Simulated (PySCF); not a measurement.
# C2H8GeOS: geometry, electronic excitations

Aim: predict the electronic excitations of C2H8GeOS (`C[O][GeH2][S]C`).

The runs use PySCF 2.14.0, with density-fitted response routines of our own; the level of theory stands in each step. All values are computed, except where a source is named. Atoms are numbered from 0 throughout.

### Step 1. Starting geometry

13 atoms, charge 0, multiplicity 1; geometry from: GFN2-xTB. The atoms were then displaced at random by about 0.01 Å, so the start is not that level's minimum.

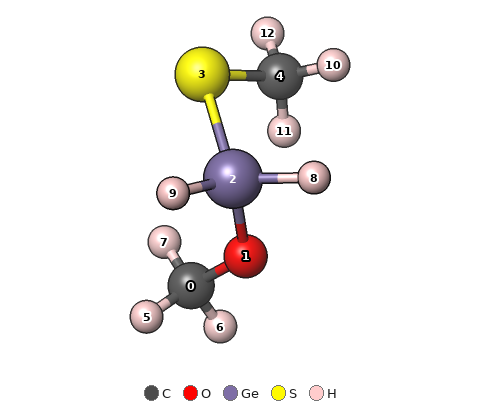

The starting geometry (carbon dark grey, oxygen red, germanium purple, sulfur yellow, hydrogen pink), atoms numbered; sticks join atoms by distance.

### Step 2. Optimising the geometry at PBE0-D3(BJ)/def2-SVP

Job settings and geometry (Å):

```
{"job": {"xc": "PBE0", "basis": "def2-SVP", "d3": "d3bj", "grid": 1, "shake": 0.01, "kind": "geom"}, "charge": 0, "multiplicity": 1}
C     -1.980940    -0.539150     0.054220
O     -1.187260     0.553580     0.463040
Ge    -0.002600     1.400660    -0.521250
S      1.570240    -0.032680    -1.245420
C      2.025420    -0.760120     0.355060
H     -2.775660    -0.169650    -0.648570
H     -2.471660    -0.917960     0.943770
H     -1.405100    -1.299940    -0.437120
H      0.490630     2.357390     0.572190
H     -0.621530     2.082260    -1.696170
H      2.525830    -0.004420     0.972740
H      1.158750    -1.128510     0.894540
H      2.679700    -1.558350     0.132520
```

Started as:

```console
$ OMP_NUM_THREADS=1 python probes_run.py task.json out
```

This one command runs all jobs of the session in turn.

Output:

```text
step   0  E = -2630.38942415  max force = 0.038908
step   1  E = -2630.39523836  max force = 0.006926
step   2  E = -2630.39561941  max force = 0.001053
step   3  E = -2630.39566200  max force = 0.000498
step   4  E = -2630.39567776  max force = 0.000562
step   5  E = -2630.39568255  max force = 0.000311
optimisation converged
```

Run time: 46 s. Hardware: 1 thread of Arm Neoverse V1, shared host; peak memory 0.51 GiB.

The steps of the relaxation:

```
step  energy from step 0 (eV)  largest force component (eV/Å)
   0                   0.0000                          2.0007
   1                  -0.1582                          0.3561
   2                  -0.1686                          0.0541
   3                  -0.1697                          0.0256
   4                  -0.1702                          0.0289
   5                  -0.1703                          0.0160
```

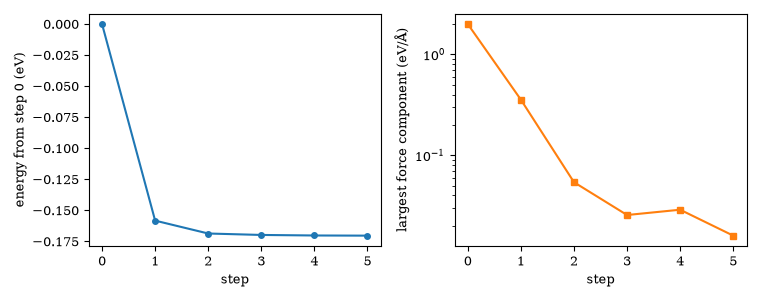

Energy and force, step by step.

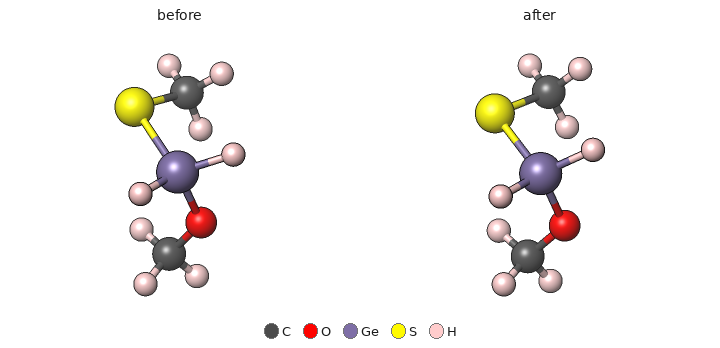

Before and after, at one scale.

Close pairs (by a distance rule), those that changed most:

| bond | before (Å) | after (Å) | change (Å) |
| --- | --- | --- | --- |
| Ge2–H9 | 1.493 | 1.540 | +0.048 |
| C4–H12 | 1.056 | 1.098 | +0.042 |
| Ge2–S3 | 2.248 | 2.213 | -0.035 |
| C0–H7 | 1.073 | 1.106 | +0.033 |
| O1–Ge2 | 1.758 | 1.781 | +0.023 |
| C0–H6 | 1.084 | 1.101 | +0.017 |
| C0–H5 | 1.123 | 1.107 | -0.016 |
| C4–H11 | 1.085 | 1.098 | +0.013 |

The end geometry stands in the next job.

```csv
at the end point,value
point group (found at 0.08 Å tolerance),C1
"rotational constants (GHz, main isotopes)","3.426, 1.807, 1.450"
dipole moment (D),0.47
```

### Step 3. Excited states and response: PBE0/aug-cc-pVDZ

Job settings and geometry (Å):

```
{"job": {"kind": "uv", "xc": "PBE0", "basis": "aug-cc-pVDZ"}, "charge": 0, "multiplicity": 1}
C     -2.027293    -0.476457    -0.007229
O     -1.238916     0.534945     0.559029
Ge    -0.017603     1.367998    -0.433323
S      1.432365    -0.117434    -1.201149
C      2.061694    -0.743688     0.390924
H     -2.766104    -0.076607    -0.728146
H     -2.582984    -0.978656     0.800310
H     -1.420111    -1.237719    -0.532254
H      0.624641     2.352922     0.551419
H     -0.663436     2.019061    -1.670932
H      2.659912     0.017341     0.911659
H      1.238950    -1.076145     1.038392
H      2.704604    -1.603804     0.160780
```

Level: TDDFT PBE0/aug-cc-pVDZ, vertical, gas phase, core orbitals frozen in the response.

Output:

```text
coarse grid: 49048 points
cycle   1  E = -2630.7851434405  dE = -2.576e-01  |g| = 6.728e-01  |ddm| = 7.074e+00
cycle   2  E = -2630.5651411989  dE =  2.200e-01  |g| = 1.238e+00  |ddm| = 2.831e+00
cycle   3  E = -2630.8758913618  dE = -3.108e-01  |g| = 1.189e-01  |ddm| = 1.748e+00
cycle   4  E = -2630.8789565275  dE = -3.065e-03  |g| = 4.656e-02  |ddm| = 3.539e-01
cycle   5  E = -2630.8796075858  dE = -6.511e-04  |g| = 8.735e-03  |ddm| = 1.259e-01
cycle   6  E = -2630.8796322698  dE = -2.468e-05  |g| = 1.400e-03  |ddm| = 1.868e-02
cycle   7  E = -2630.8796328590  dE = -5.891e-07  |g| = 4.893e-04  |ddm| = 3.258e-03
final grid: 101384 points
cycle   8  E = -2630.8796095541  dE = -2.967e-08  |g| = 6.413e-04  |ddm| = 6.437e-03
cycle   9  E = -2630.8796094567  dE =  9.736e-08  |g| = 8.692e-04  |ddm| = 2.751e-03
cycle  10  E = -2630.8796096753  dE = -2.186e-07  |g| = 6.709e-05  |ddm| = 1.529e-03
cycle  11  E = -2630.8796096763  dE = -9.632e-10  |g| = 1.513e-05  |ddm| = 1.129e-04
converged SCF energy = -2630.8796096763

Static polarisability (au): isotropic 83.042, principal 75.537 80.222 93.367

Singlet excitations
state   eV       nm        f      main configurations
  1   5.4581    227.2   0.00578   H->L 0.80, H->L+1 0.12
  2   5.9271    209.2   0.02359   H->L+2 0.67, H->L+1 0.16
  3   5.9777    207.4   0.00530   H->L+1 0.65, H->L+2 0.22, H->L 0.10
  4   6.2424    198.6   0.00818   H->L+3 0.57, H->L+4 0.20, H-1->L 0.09
  5   6.3895    194.0   0.01548   H-1->L 0.57, H-1->L+2 0.25
  6   6.6530    186.4   0.01904   H->L+4 0.55, H->L+3 0.27
  7   6.7163    184.6   0.06601   H-1->L+1 0.77, H->L+4 0.09
  8   6.7938    182.5   0.01172   H-1->L+2 0.61, H-1->L 0.22
  9   6.8000    182.3   0.00518   H->L+5 0.84
 10   7.0099    176.9   0.00319   H-1->L+3 0.43, H-2->L 0.31, H-1->L+4 0.10

Triplet excitations (Tamm-Dancoff, eV): 5.0902 5.4686 5.7847 5.9023
```

Wall time 35 s (1 thread of Arm Neoverse V1, shared host); peak memory 0.8 GiB.

Frontier orbitals and where they lie:

| orbital | eV | atoms |
| --- | --- | --- |
| HOMO−3 | -9.12 | S3 25 %, O1 22 %, C0 15 % |
| HOMO−2 | -8.43 | O1 40 %, S3 21 %, C0 13 % |
| HOMO−1 | -7.76 | O1 50 %, S3 16 %, C0 14 % |
| HOMO | -6.99 | S3 75 %, C4 10 %, Ge2 6 % |
| LUMO | -0.20 | S3 19 %, H12 17 %, Ge2 17 % |
| LUMO+1 | -0.07 | H8 20 %, Ge2 20 %, H9 19 % |
| LUMO+2 | 0.09 | Ge2 50 %, S3 9 %, C0 7 % |

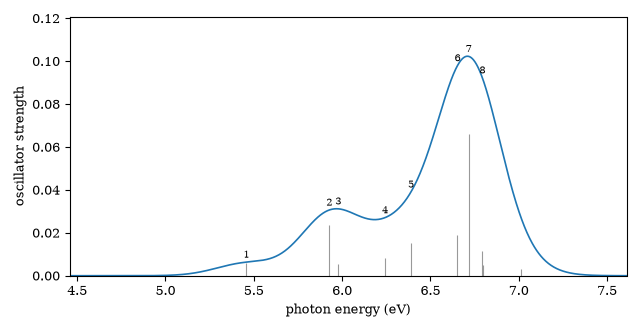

Absorption spectrum from the 10 singlet states computed; above the last one it falls off for lack of states. Lines are broadened to a width of 0.40 eV (Gaussian).

Further results of this job:

| property | computed |
| --- | --- |
| dipole moment (D) | 0.55 |
| polarisability (Å³) | 12.31 |
| HOMO–LUMO gap (eV) | 6.80 |
| −ε(HOMO) (eV) | 6.99 |

### Step 4. TDDFT and polarisability: PBE0/def2-TZVPD

Same as in step 3 but for these lines:

```diff
@@ -1,2 +1,2 @@
-{"job": {"kind": "uv", "xc": "PBE0", "basis": "aug-cc-pVDZ"}, "charge": 0, "multiplicity": 1}
+{"job": {"kind": "uv", "xc": "PBE0", "basis": "def2-TZVPD"}, "charge": 0, "multiplicity": 1}
 C     -2.027293    -0.476457    -0.007229
```

Method: TDDFT PBE0/def2-TZVPD, vertical, gas phase, core orbitals frozen in the response.

Output:

```text
coarse grid: 49048 points
cycle   1  E = -2630.8424943583  dE = -2.874e-01  |g| = 9.533e-01  |ddm| = 3.073e+00
cycle   2  E = -2630.5615179784  dE =  2.810e-01  |g| = 1.585e+00  |ddm| = 1.666e+00
cycle   3  E = -2630.9581644337  dE = -3.966e-01  |g| = 2.328e-01  |ddm| = 1.079e+00
cycle   4  E = -2630.9672957030  dE = -9.131e-03  |g| = 5.760e-02  |ddm| = 2.031e-01
cycle   5  E = -2630.9677343463  dE = -4.386e-04  |g| = 1.263e-02  |ddm| = 5.218e-02
cycle   6  E = -2630.9677731679  dE = -3.882e-05  |g| = 3.477e-03  |ddm| = 1.572e-02
cycle   7  E = -2630.9677764648  dE = -3.297e-06  |g| = 5.744e-04  |ddm| = 3.664e-03
final grid: 101384 points
cycle   8  E = -2630.9677604092  dE = -9.427e-08  |g| = 6.669e-04  |ddm| = 1.015e-02
cycle   9  E = -2630.9677603227  dE =  8.651e-08  |g| = 8.935e-04  |ddm| = 1.294e-03
cycle  10  E = -2630.9677605149  dE = -1.922e-07  |g| = 1.231e-04  |ddm| = 6.717e-04
cycle  11  E = -2630.9677605175  dE = -2.590e-09  |g| = 2.358e-05  |ddm| = 9.178e-05
cycle  12  E = -2630.9677605176  dE = -9.732e-11  |g| = 7.850e-06  |ddm| = 2.445e-05
converged SCF energy = -2630.9677605176

Static polarisability (au): isotropic 83.048, principal 75.559 80.160 93.426

Singlet excitations
state   eV       nm        f      main configurations
  1   5.4360    228.1   0.00492   H->L 0.91
  2   6.0054    206.5   0.02308   H->L+1 0.71, H->L+2 0.19
  3   6.2093    199.7   0.01056   H->L+2 0.71, H->L+1 0.18
  4   6.3094    196.5   0.00336   H->L+3 0.71, H-1->L 0.16
  5   6.4502    192.2   0.01861   H-1->L 0.56, H-1->L+1 0.18, H->L+3 0.10
  6   6.8604    180.7   0.06208   H-1->L+1 0.69, H-1->L 0.14
  7   6.9355    178.8   0.02595   H->L+4 0.66, H->L+5 0.18
  8   7.0059    177.0   0.00088   H->L+5 0.55, H-1->L+2 0.22, H->L+4 0.15
  9   7.0150    176.7   0.01593   H-1->L+2 0.68, H->L+5 0.18
 10   7.0504    175.9   0.00613   H-2->L 0.43, H-1->L+3 0.33

Triplet excitations (Tamm-Dancoff, eV): 5.0234 5.4922 5.8015 5.9702
```

Run time: 56 s. Hardware: 1 thread of Arm Neoverse V1, shared host; peak memory 1.1 GiB.

In short: HOMO -7.01 eV, LUMO -0.12 eV; lowest singlet 5.44 eV.

### Step 5. Comparing the runs: electronic excitations

Excitations and ground-state properties, with basis size and wall time:

```csv
run,lowest singlet (eV),brightest (eV),f,gap (eV),α (Å³),μ (D),functions,time
PBE0/aug-cc-pVDZ,5.46,6.72,0.066,6.80,12.31,0.55,204,35 s
PBE0/def2-TZVPD,5.44,6.86,0.062,6.89,12.31,0.53,286,56 s
```

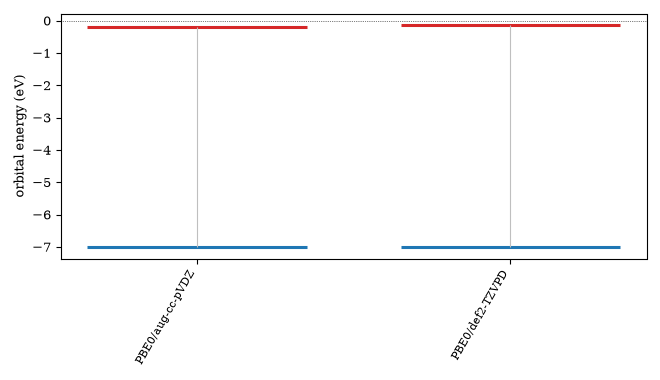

HOMO (blue) and LUMO (red) run by run.

### Step 6. What came out

| quantity | value |
| --- | --- |
| point group | C1 |
| rotational constants (main isotopes) | 3.43, 1.81, 1.45 GHz |
| lowest singlet (PBE0/aug-cc-pVDZ) | 5.46 eV (227 nm), f = 0.006 |
| brightest single state of those computed | state 7, 6.72 eV, f = 0.066 |
| lowest triplet | 5.09 eV |
| range of the lowest singlet | 5.44 to 5.46 eV |

In words: Over 5 steps the energy fell by 0.170 eV; of the close pairs, Ge2–H9 changed most, 1.493 to 1.540 Å. The lowest singlet, at 5.46 eV, is HOMO→LUMO 0.80, HOMO→LUMO+1 0.12 and is weak; of the 10 states computed, the strongest absorption comes from state 7 at 6.72 eV. The lowest triplet lies 0.37 eV below the lowest singlet (triplets in Tamm-Dancoff, singlets in full TDDFT). The lowest singlet runs from 5.44 eV (PBE0/def2-TZVPD) to 5.46 eV (PBE0/aug-cc-pVDZ), while the orbital gap spans 6.80 to 6.89 eV. The lowest state need not be the same one in every run.
